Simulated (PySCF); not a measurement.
## What a change does: NMR shielding calculation on C₅H₂F₃NO

System: C₅H₂F₃NO, SMILES N#CCC(=C=O)C(F)(F)F.
Method of the first run: GIAO HSE06/pcSseg-1 NMR shielding, non-relativistic, gas phase (PySCF 2.14.0).

The geometry comes from this level: GFN2-xTB. Text and figures count atoms from 1; the logs count them from 0 in places.

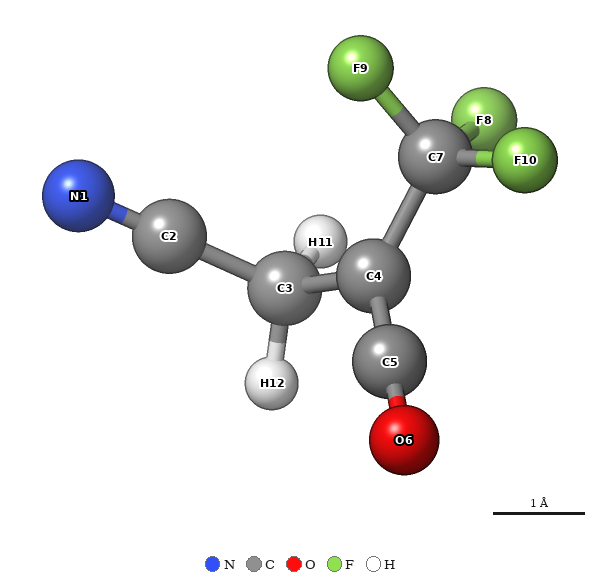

The structure (ball-and-stick view, seen at a tilt; atoms are numbered from 1 in the order of the input). Bond lengths as drawn: C–C 1.30 to 1.52 Å, C–F 1.34 Å, C–H 1.09 Å, C–N 1.14 Å and C–O 1.15 Å.

**Input file, the first run**
```
{"job": {"kind": "nmr", "xc": "HSE06", "basis": "pcSseg-1", "pop": false}, "charge": 0, "multiplicity": 1}
N      2.470730    -1.655386     0.212998
C      1.636232    -1.096286    -0.328654
C      0.581927    -0.374161    -1.009881
C     -0.171240     0.521414    -0.038611
C      0.137499     1.778415     0.125416
O      0.409801     2.893833     0.219313
C     -1.224861    -0.129482     0.804877
F     -2.065842    -0.864738     0.058558
F     -0.716554    -0.967688     1.721231
F     -1.969609     0.762226     1.467539
H     -0.113750    -1.094269    -1.451389
H      1.026864     0.225438    -1.807424
```

The first line tells a small driver script what to run in PySCF; the rest is the geometry in Å.

Command:
```bash
OMP_NUM_THREADS=1 python <driver script> task.json out
```

Hardware: 1 CPU thread, shared host.

**Output (the first run)**
```
coarse grid: 12080 points
cycle   1  E = -620.2269874571  dE =  1.907e+00  |g| = 1.119e+00  |ddm| = 3.518e+00
cycle   2  E = -619.3662432296  dE =  8.607e-01  |g| = 2.424e+00  |ddm| = 2.286e+00
cycle   3  E = -620.4129432645  dE = -1.047e+00  |g| = 4.529e-01  |ddm| = 1.828e+00
cycle   4  E = -620.4545160477  dE = -4.157e-02  |g| = 8.865e-02  |ddm| = 3.533e-01
cycle   5  E = -620.4558796583  dE = -1.364e-03  |g| = 2.458e-02  |ddm| = 7.587e-02
cycle   6  E = -620.4559805496  dE = -1.009e-04  |g| = 1.123e-02  |ddm| = 2.659e-02
cycle   7  E = -620.4560019925  dE = -2.144e-05  |g| = 4.690e-03  |ddm| = 9.142e-03
cycle   8  E = -620.4560063051  dE = -4.313e-06  |g| = 1.180e-03  |ddm| = 3.776e-03
final grid: 123800 points
cycle   9  E = -620.5487721898  dE = -4.389e-05  |g| = 1.317e-02  |ddm| = 3.159e-02
cycle  10  E = -620.5487346386  dE =  3.755e-05  |g| = 1.976e-02  |ddm| = 2.022e-02
cycle  11  E = -620.5487916925  dE = -5.705e-05  |g| = 3.932e-03  |ddm| = 1.295e-02
cycle  12  E = -620.5487946108  dE = -2.918e-06  |g| = 5.797e-04  |ddm| = 2.970e-03
cycle  13  E = -620.5487946670  dE = -5.625e-08  |g| = 2.093e-04  |ddm| = 4.642e-04
cycle  14  E = -620.5487946735  dE = -6.411e-09  |g| = 1.255e-04  |ddm| = 2.217e-04
cycle  15  E = -620.5487946767  dE = -3.211e-09  |g| = 2.189e-05  |ddm| = 8.944e-05
cycle  16  E = -620.5487946768  dE = -9.163e-11  |g| = 5.950e-06  |ddm| = 1.951e-05
converged SCF energy = -620.5487946768

GIAO shielding tensors (ppm)
atom      isotropic    diamagn.    paramagn.     s11        s22        s33       span
  0 N      -39.364     338.743    -378.107   -211.220   -199.200    292.329    503.549
  1 C       65.483     260.049    -194.566    -52.927    -44.036    293.413    346.340
  2 C      172.917     242.045     -69.127    164.168    171.494    183.090     18.922
  3 C      150.255     265.357    -115.102    134.730    148.280    167.755     33.025
  4 C      -10.823     260.441    -271.264    -93.729    -50.738    111.997    205.726
  5 O      -77.453     400.808    -478.260   -248.945   -109.804    126.392    375.337
  6 C       50.336     235.544    -185.208     36.235     53.766     61.006     24.772
  7 F      239.203     473.257    -234.054    151.643    235.283    330.682    179.039
  8 F      227.360     474.179    -246.819    140.701    218.723    322.657    181.957
  9 F      249.722     470.190    -220.468    167.331    230.606    351.227    183.895
 10 H       28.577      26.773       1.804     23.679     27.835     34.216     10.537
 11 H       28.682      26.820       1.862     23.155     27.465     35.424     12.268
```

For the second run the input was changed thus:
```diff
-"xc": "HSE06"
+"xc": "wB97X-D"
+"scf": {"guess": "atom"}
```

How does the second run compare with the first run?

The total energies belong to different methods, so their difference says nothing on which is more stable or more accurate. The HOMO goes from −7.94 to −10.23 eV. The LUMO goes from −2.84 to −0.62 eV. The dipole moment goes from 3.61 to 3.66 D. Of all shieldings, the largest change is that of F9, by +5.7 ppm. The functional changes from HSE06 to wB97X-D. The SCF takes 13 iterations against 16.

**Output (the second run)**
```
final grid: 123800 points
cycle   1  E = -620.6465576923  dE =  2.995e+00  |g| = 1.247e+00  |ddm| = 3.448e+00
cycle   2  E = -620.4945854331  dE =  1.520e-01  |g| = 1.596e+00  |ddm| = 1.842e+00
cycle   3  E = -620.9240536708  dE = -4.295e-01  |g| = 2.662e-01  |ddm| = 1.100e+00
cycle   4  E = -620.9384552545  dE = -1.440e-02  |g| = 8.170e-02  |ddm| = 2.051e-01
cycle   5  E = -620.9397009787  dE = -1.246e-03  |g| = 2.128e-02  |ddm| = 6.614e-02
cycle   6  E = -620.9397886202  dE = -8.764e-05  |g| = 7.255e-03  |ddm| = 2.132e-02
cycle   7  E = -620.9397992375  dE = -1.062e-05  |g| = 2.752e-03  |ddm| = 6.745e-03
cycle   8  E = -620.9398014386  dE = -2.201e-06  |g| = 1.192e-03  |ddm| = 3.509e-03
cycle   9  E = -620.9398019128  dE = -4.742e-07  |g| = 4.575e-04  |ddm| = 1.566e-03
cycle  10  E = -620.9398020058  dE = -9.306e-08  |g| = 1.420e-04  |ddm| = 7.476e-04
cycle  11  E = -620.9398020219  dE = -1.609e-08  |g| = 5.763e-05  |ddm| = 3.448e-04
cycle  12  E = -620.9398020247  dE = -2.804e-09  |g| = 3.161e-05  |ddm| = 1.482e-04
cycle  13  E = -620.9398020256  dE = -9.020e-10  |g| = 1.207e-05  |ddm| = 8.922e-05
converged SCF energy = -620.9398020256

GIAO shielding tensors (ppm)
atom      isotropic    diamagn.    paramagn.     s11        s22        s33       span
  0 N      -37.189     338.958    -376.148   -209.240   -197.344    295.016    504.255
  1 C       65.233     260.542    -195.309    -54.107    -44.550    294.356    348.463
  2 C      174.296     242.076     -67.780    166.400    172.953    183.536     17.136
  3 C      150.139     265.407    -115.268    134.717    148.840    166.860     32.144
  4 C      -10.965     260.683    -271.648    -94.572    -52.400    114.077    208.649
  5 O      -78.759     401.129    -479.888   -249.009   -121.197    133.929    382.938
  6 C       51.708     235.829    -184.120     37.873     55.276     61.977     24.104
  7 F      244.346     473.509    -229.163    156.482    240.632    335.924    179.442
  8 F      233.088     474.397    -241.309    146.187    225.160    327.917    181.730
  9 F      254.350     470.515    -216.165    171.204    236.939    354.908    183.704
 10 H       28.746      26.977       1.769     23.848     27.972     34.418     10.570
 11 H       28.874      26.965       1.909     23.336     27.585     35.701     12.366
```

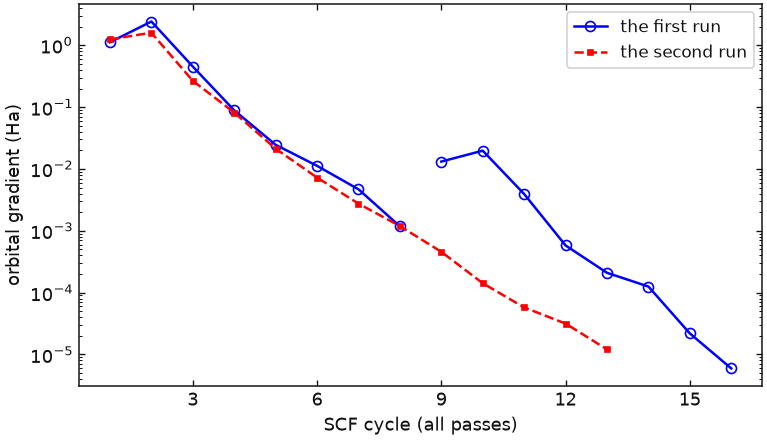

Convergence of the two runs: orbital gradient against the SCF cycle. A break in a curve parts two SCF passes (coarse and final grid). The first run takes 16 cycles in all, and the second run takes 13.

**The two runs side by side**

| quantity | the first run | the second run |
| --- | --- | --- |
| outcome | converged | converged |
| total energy (hartree) | −620.548795 | −620.939802 |
| HOMO (eV) | −7.94 | −10.23 |
| LUMO (eV) | −2.84 | −0.62 |
| dipole moment (D) | 3.61 | 3.66 |
| shielding of N1 (ppm) | −39.4 | −37.2 |
| shielding of C3 (ppm) | 172.9 | 174.3 |
| shielding of O6 (ppm) | −77.5 | −78.8 |
| shielding of C7 (ppm) | 50.3 | 51.7 |
| shielding of F8 (ppm) | 239.2 | 244.3 |
| shielding of F9 (ppm) | 227.4 | 233.1 |
| shielding of F10 (ppm) | 249.7 | 254.4 |
| SCF iterations | 16 | 13 |
| basis functions | 180 | 180 |
| wall time (shared host) | 33 s | 21 s |
